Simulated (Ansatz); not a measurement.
Bi (A7 type, space group R-3m)

```xyz
2
Lattice="2.2668 1.3088 3.8846 -2.2668 1.3088 3.8846 0.0000 -2.6175 3.8846" Properties=species:S:1:pos:R:3 pbc="T T T"
Bi     0.0000     0.0000     2.7643
Bi     0.0000     0.0000     8.8895
```

This relaxed cell (volume V₀) is scaled evenly in all directions, its shape held. The atoms relax within the cell's symmetry.

Level of theory: PBE-D3(BJ) (plane waves to 420 eV, PAW, scalar-relativistic; Ansatz, a first-principles code). k mesh 13×13×13 (Γ-centred), Fermi-Dirac smearing 0.05 eV. Energies are smeared free energies. With the shape held, the modulus is that of even scaling; a crystal free to change shape is softer. Bi was relaxed with its symmetry unable to fall. Spin-orbit coupling is left out, though Bi is heavy. The PAW data are Ansatz's earlier set. The zero of ΔE is the relaxed starting cell.

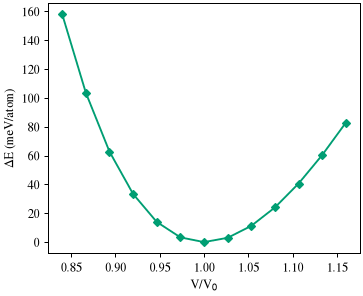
Fig. 1. ΔE (meV/atom) against V/V₀; computed points joined by lines.

Problem. What is ΔE at V/V₀ = 0.840?

Solution. About 160 meV/atom.

Problem. What is ΔE at V/V₀ = 1.160?

Solution. About 83 meV/atom.

Problem. What bulk modulus at fixed cell shape B₀ follows from a third-order Birch-Murnaghan fit?

Solution. About 40 GPa.

(A scan under strain: stresses follow from slopes of the energy per volume, elastic moduli from its curvatures.)
